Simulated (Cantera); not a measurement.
Charge: 1 mol (CH3)2SiCl2, 3.8 mol HCl, 42 mol H2, at 0.133 bar.

Equilibrium computed with Cantera from the NASA thermochemical tables; the gas is ideal and each condensed phase is pure. Candidate condensed phases: C, C6H6, C7H8, C8H18, Si, SiC; 109 gas species. The feed counts by its element totals alone. The tables' values for SiCl, SiCl3 are old estimates; treat these amounts as uncertain. Gases not in the tables: Si2H6 and higher silanes. Equilibrium is a limit: real reactors are often held back by kinetics, nucleation or transport.

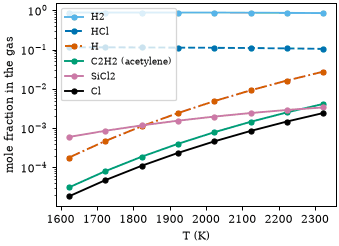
*Equilibrium gas composition (values under 1e-9 drawn at 1e-9)*

From 1623 K to 2323 K the condensed part is C(graphite) + SiC(s). The main Si-bearing gas is SiCl2 throughout. The share of Si in condensed phases is highest at 1623 K (96.8 %) and lowest at 2323 K (70.8 %).
